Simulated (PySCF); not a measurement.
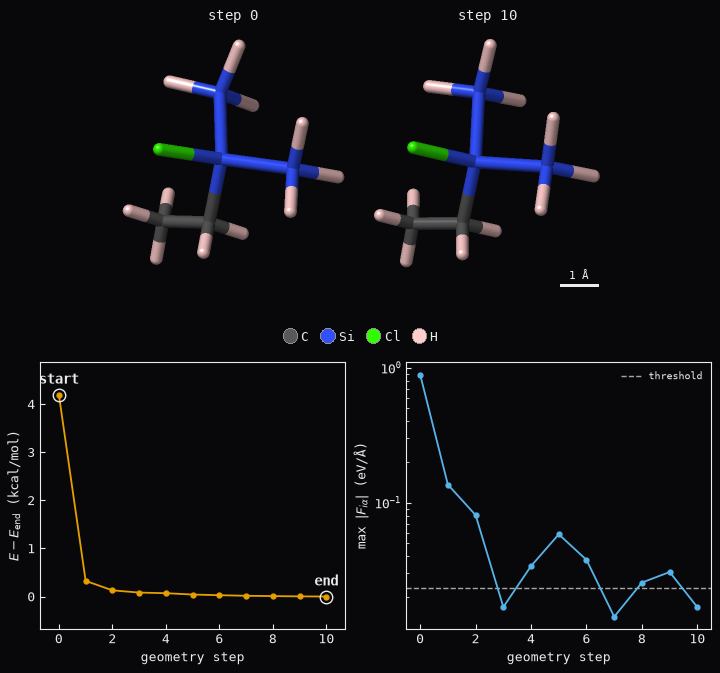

First and last geometry of a relaxation of C2H11ClSi3, with the history of the run. Style: stick. Shown from a free direction.

The start comes from GFN2-xTB.

These are results of PBE0-D3(BJ)/def2-SVP geometry optimisation, gas phase in PySCF, not measurements. 

> What do the curves and the structures tell?

It converged. The atom that moves furthest after the best rigid fit is an H atom (0.40 Å). Largest moves by element: H 0.40 Å, Si 0.14 Å, C 0.13 Å, Cl 0.06 Å. Near-neighbour distances that change, for instance: C–Si 1.925 → 1.885 Å, H–Si 1.466 → 1.497 Å, Cl–Si 2.077 → 2.100 Å, C–H 1.089 → 1.102 Å. Bond angles that change, for instance: Si–Si–Si 119.4° → 112.2°, Si–Si–H 115.2° → 109.7°, C–Si–Si 108.2° → 112.4°. The energy falls by 4.19 kcal/mol in 10 geometry steps. The largest force component goes from 0.89 to 0.017 eV/Å. The forces were under the threshold at step 3, but the run went on from there. The run took of the order of 100 core-seconds on a shared host.
